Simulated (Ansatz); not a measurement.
**triplet HNO2 at 6 levels**

Wanted: a comparison of 6 runs (UHF/def2-TZVP, U-revPBE/def2-TZVP, U-wB97M-V/def2-TZVP, UB2PLYP/def2-TZVP, UPBE/def2-TZVP, UMP2/def2-TZVP) of triplet HNO2. 

The results are computed with Ansatz 0.2.0.

55 further runs of the same task are left out: 55 set aside as unsound or not needed.

### Step 1. The molecule

HNO2 has 4 atoms, charge 0, and is taken as a triplet. As SMILES of the parent species, `O=NO`. Geometry: relaxed at PBE0-D4/def2-TZVP. That shape belongs to the parent species and isn't relaxed for this state.

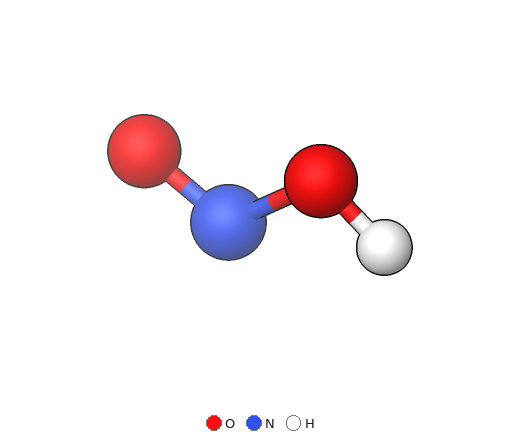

Viewed from a chosen angle; oxygen red, nitrogen blue, hydrogen white.

### Step 2. The energy at UHF/def2-TZVP (run 1)

The input, job.yaml:

```yaml
crystal:
  periodic: [false, false, false]
  atoms:
    - {symbol: O, position_ang: [0.413650, 0.047230, 1.437260]}
    - {symbol: N, position_ang: [0.320150, -0.419400, 0.377370]}
    - {symbol: O, position_ang: [-0.362650, 0.434660, -0.492650]}
    - {symbol: H, position_ang: [-0.371140, -0.062490, -1.321980]}
basis:
  gaussian:
    orbitals: def2-TZVP
magnetization:
  spin_polarized: true
  initial_magnetization: 2
hamiltonian:
  xc: hf
accuracy: high
output:
  orbitals: {seedname: orbitals}
```

The run is started by

```sh
$ ansatz run job.yaml --threads 1 --pin off --max-ram 3480MiB --events-out events.jsonl --progress --plain --runs-dir runs
```

The log of the run:

```text
Warning: RAYON_NUM_THREADS=1 ignored (pool sized by the plan → 1); use --threads N
Functional definition: HF
  name "HF"
  exchange = exact_x
  correlation = 0
1704 factors; integrals over basis functions are off by at most 3.2e-9 eV
mean field evaluation 1: about -5567.2354 eV, gradient 2.2e1 eV
mean field evaluation 2: about -5567.2426 eV, gradient 2.2e1 eV
mean field evaluation 4: about -5569.2728 eV, gradient 3.5e0 eV
mean field evaluation 8: about -5569.5032 eV, gradient 6.7e-1 eV
mean field evaluation 16: about -5569.5396 eV, gradient 1.6e-7 eV
mean field -5569.53963262 eV, -204.6768063291 hartree, gradient 1.7e-8 eV, S^2 2.047295; 0 other end points of the search recorded, 0 dependent functions left out
reference -5569.53963262 eV, -204.6768063291 hartree; 13, 11 occupied and 86, 88 virtual orbitals, 1704 factors
Total energy: -5569.53963262 eV, -204.6768063291 hartree
```

Wall time 3.3 s (1 thread of Arm Neoverse V1, shared host); peak memory 0.26 GiB.

### Step 3. The energy at U-revPBE/def2-TZVP (run 2)

The input, input.yaml:

```yaml
crystal:
  periodic: [false, false, false]
  atoms:
    - {symbol: O, position_ang: [0.413650, 0.047230, 1.437260]}
    - {symbol: "N", position_ang: [0.320150, -0.419400, 0.377370]}
    - {symbol: O, position_ang: [-0.362650, 0.434660, -0.492650]}
    - {symbol: H, position_ang: [-0.371140, -0.062490, -1.321980]}
basis:
  gaussian:
    orbitals: def2-TZVP
hamiltonian:
  xc: {name: revPBE}
magnetization:
  spin_polarized: true
  initial_magnetization: 2
output:
  orbitals: {seedname: orbitals}
accuracy: high
```

The run is started by

```sh
$ ansatz run input.yaml --threads 1 --pin off --max-ram 3480MiB --events-out events.jsonl --progress --plain --runs-dir runs
```

The log of the run:

```text
Warning: RAYON_NUM_THREADS=1 ignored (pool sized by the plan → 1); use --threads N
Functional definition: revPBE
  name "revPBE"
  parameter kappa = 1.245
  parameter beta = 0.06672455060314922
  exchange = pbe_x(kappa = kappa, mu = beta*pi^2/3)
  correlation = pbe_c(beta = beta)
1704 factors; integrals over basis functions are off by at most 3.2e-9 eV
mean field evaluation 1: about -5593.3159 eV, gradient 3.0e1 eV
mean field evaluation 2: about -5588.8821 eV, gradient 4.7e1 eV
mean field evaluation 4: about -5596.1530 eV, gradient 3.1e0 eV
mean field evaluation 8: about -5596.1860 eV, gradient 7.6e-2 eV
mean field evaluation 16: about -5596.1860 eV, gradient 1.5e-5 eV
mean field -5596.18600731 eV, -205.6560425376 hartree, gradient 7.0e-8 eV, S^2 2.004101; 0 other end points of the search recorded, 0 dependent functions left out
reference -5596.18601002 eV, -205.6560426371 hartree; 13, 11 occupied and 86, 88 virtual orbitals, 1704 factors
Total energy: -5596.18601002 eV, -205.6560426371 hartree
```

It took 5.1 s on 1 thread of Arm Neoverse V1, shared host; peak memory 0.24 GiB.

Run 3 isn't shown in full; the table further down has it.

### Step 4. The energy at UB2PLYP/def2-TZVP (run 4)

The input, input.yaml:

```yaml
crystal:
  periodic: [false, false, false]
  atoms:
    - {symbol: O, position_ang: [0.413650, 0.047230, 1.437260]}
    - {symbol: N, position_ang: [0.320150, -0.419400, 0.377370]}
    - {symbol: O, position_ang: [-0.362650, 0.434660, -0.492650]}
    - {symbol: H, position_ang: [-0.371140, -0.062490, -1.321980]}
basis:
  gaussian:
    orbitals: def2-TZVP
magnetization:
  spin_polarized: true
  initial_magnetization: 2
hamiltonian:
  xc: {name: B2PLYP}
correlation:
  frozen_orbitals: {H: 0, "N": 1, O: 1}
accuracy: high
output:
  orbitals: {seedname: orbitals}
```

The run is started by

```sh
$ ansatz run input.yaml --threads 1 --pin off --max-ram 3480MiB --events-out events.jsonl --progress --plain --runs-dir runs
```

The log of the run:

```text
Warning: RAYON_NUM_THREADS=1 ignored (pool sized by the plan → 1); use --threads N
Functional definition: B2PLYP
  name "B2PLYP"
  parameter a = 0.53
  parameter c = 0.27
  exchange = (1 - a)*b88_x + a*exact_x
  correlation = (1 - c)*lyp_c + c*(mp2_os + mp2_ss)
1704 factors; integrals over basis functions are off by at most 3.2e-9 eV
mean field evaluation 1: about -5586.2715 eV, gradient 2.3e1 eV
mean field evaluation 2: about -5586.3426 eV, gradient 2.3e1 eV
mean field evaluation 4: about -5588.0576 eV, gradient 3.8e0 eV
mean field evaluation 8: about -5588.1358 eV, gradient 7.8e-1 eV
mean field evaluation 16: about -5588.1480 eV, gradient 3.1e-3 eV
mean field evaluation 32: about -5588.1480 eV, gradient 3.8e-8 eV
mean field -5588.14796031 eV, -205.3606497586 hartree, gradient 3.8e-8 eV, S^2 2.021643; 0 other end points of the search recorded, 0 dependent functions left out
3 core orbitals not correlated: weight in the atoms' cores, before any rotation towards them, 1.000 or more for the frozen orbitals, at most 0.000 for the correlated occupied ones
reference -5588.14797799 eV, -205.3606504084 hartree; 10, 8 occupied and 86, 88 virtual orbitals, 1704 factors
second order -20.65084146 eV of doubles, -0.00000000 eV of singles
Total energy: -5593.72370519 eV, -205.5655546035 hartree
```

Wall time 9.3 s (1 thread of Arm Neoverse V1, shared host); peak memory 0.31 GiB.

Run 5 isn't shown in full; the table further down has it.

### Step 5. A single-point energy at UMP2/def2-TZVP (run 6)

The input, job.yaml:

```yaml
crystal:
  periodic: [false, false, false]
  atoms:
    - symbol: O
      position_ang: [0.413650, 0.047230, 1.437260]
    - symbol: "N"
      position_ang: [0.320150, -0.419400, 0.377370]
    - symbol: O
      position_ang: [-0.362650, 0.434660, -0.492650]
    - symbol: H
      position_ang: [-0.371140, -0.062490, -1.321980]
basis:
  gaussian: {orbitals: def2-TZVP}
magnetization: {spin_polarized: true, initial_magnetization: 2}
correlation: {method: mp2, frozen_orbitals: {H: 0, "N": 1, O: 1}}
accuracy: high
```

The run is started by

```sh
$ ansatz run job.yaml --threads 1 --pin off --max-ram 3480MiB --events-out events.jsonl --progress --plain --runs-dir runs
```

The log of the run:

```text
Warning: RAYON_NUM_THREADS=1 ignored (pool sized by the plan → 1); use --threads N
[... 4 set-up lines as earlier in the session ...]
1704 factors; integrals over basis functions are off by at most 3.2e-9 eV
mean field evaluation 1: about -5567.2354 eV, gradient 2.2e1 eV
mean field evaluation 2: about -5567.2426 eV, gradient 2.2e1 eV
mean field evaluation 4: about -5569.2728 eV, gradient 3.5e0 eV
mean field evaluation 8: about -5569.5032 eV, gradient 6.7e-1 eV
mean field evaluation 16: about -5569.5396 eV, gradient 1.6e-7 eV
mean field -5569.53963262 eV, -204.6768063291 hartree, gradient 1.7e-8 eV, S^2 2.047295; 0 other end points of the search recorded, 0 dependent functions left out
3 core orbitals not correlated: weight in the atoms' cores, before any rotation towards them, 1.000 or more for the frozen orbitals, at most 0.000 for the correlated occupied ones
reference -5569.53963262 eV, -204.6768063291 hartree; 10, 8 occupied and 86, 88 virtual orbitals, 1704 factors
second order -16.63558327 eV of doubles, -0.00000000 eV of singles
Total energy: -5586.17521589 eV, -205.2881527383 hartree
```

Wall time 3.6 s (1 thread of Arm Neoverse V1, shared host); peak memory 0.26 GiB.

### Step 6. The series

```
run                level  frozen core orbitals  energy (Eh)  HOMO energy (eV)   ⟨S²⟩  wall time
  1        UHF/def2-TZVP                     –  -204.676806            -10.74  2.047      3.3 s
  2   U-revPBE/def2-TZVP                     –  -205.656043             -3.56  2.004      5.1 s
  3  U-wB97M-V/def2-TZVP                     –  -205.645343             -7.89  2.008       49 s
  4    UB2PLYP/def2-TZVP                     3  -205.565555             -7.55  2.022      9.3 s
  5       UPBE/def2-TZVP                     –  -205.502897             -3.62  2.004      5.1 s
  6       UMP2/def2-TZVP                     3  -205.288153                 –  2.047      3.6 s
```

### Step 7. Results

```
                                          quantity          value
                               run 6: total energy  -205.28815 Eh
run 6: correlation energy (3 core orbitals frozen)     -611.3 mEh
          run 6: ⟨S²⟩ of the reference determinant          2.047
```

**Reading.** Totals of different functionals can't be ranked against each other. All runs together took 75 s, the longest 49 s.
